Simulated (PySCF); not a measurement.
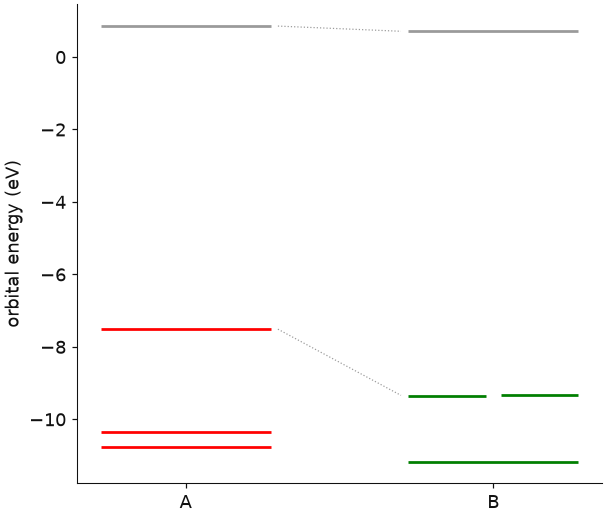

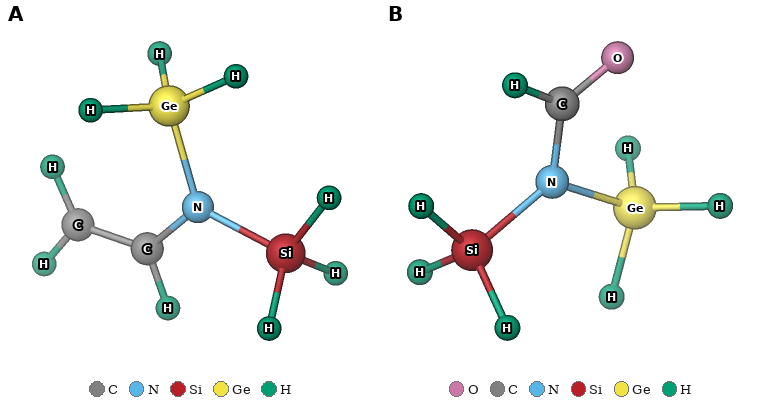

Related molecules: A is C₂H₉GeNSi, SMILES C=C[N]([SiH3])[GeH3], singlet; B is CH₇GeNOSi, SMILES O=C[N]([SiH3])[GeH3], singlet. Frontier orbital energies, CAM-B3LYP/def2-SVPD, PySCF, at a PBE0-D3(BJ)/def2-SVP geometry (no frequency check); drawn are at most three filled levels and, in grey, the LUMO with any level within 0.03 eV of it; dotted lines join the HOMOs and the LUMOs.

Q: What does the change do to the frontier levels?

A: From A to B the HOMO falls by 1.83 eV and the LUMO falls by 0.14 eV, so the separation goes from 8.37 to 10.05 eV.

Q: Does the ΔSCF ionisation energy follow the HOMO?

A: A: −ε(HOMO) 7.51, ΔSCF 8.12 eV; B: −ε(HOMO) 9.34, ΔSCF 9.98 eV.

Caveats, for all or some of the runs: empty levels above zero depend strongly on the basis; one conformer of a flexible molecule.
